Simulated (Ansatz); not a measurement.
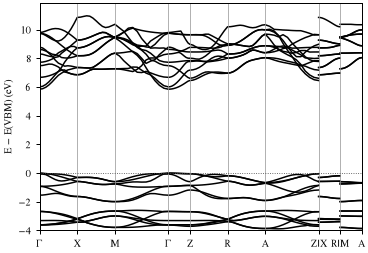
Figure. Band structure from r²SCAN (plane waves, PAW; program Ansatz)

**Question.** Read off the gap and where the band edges lie.

**Answer.** About 5.9 eV (5.85 eV by a search for the band edges); maximum at Γ, minimum at Γ.

**Question.** Pick the material that matches.
(A) SrBrF, P4/nmm (Sr on 2c, Br on 2c, F on 2a)
(B) ZnF2, rutile
(C) CaClF, P4/nmm (Ca on 2c, Cl on 2c, F on 2a)
(D) ZrO2, rutile

**Answer.** A, SrBrF, P4/nmm (Sr on 2c, Br on 2c, F on 2a)

The first step of the workflow began from a Materials Project structure, measured or hypothetical; the Crystallography Open Database copy checked does not list it. Whether it is the stable phase at ambient conditions was not checked. The r²SCAN relaxation kept the symmetry of its start; its stability against distortions is not shown here. Spin–orbit coupling is left out wherever it is not named.

Potentials: the later of the program's two PAW sets.
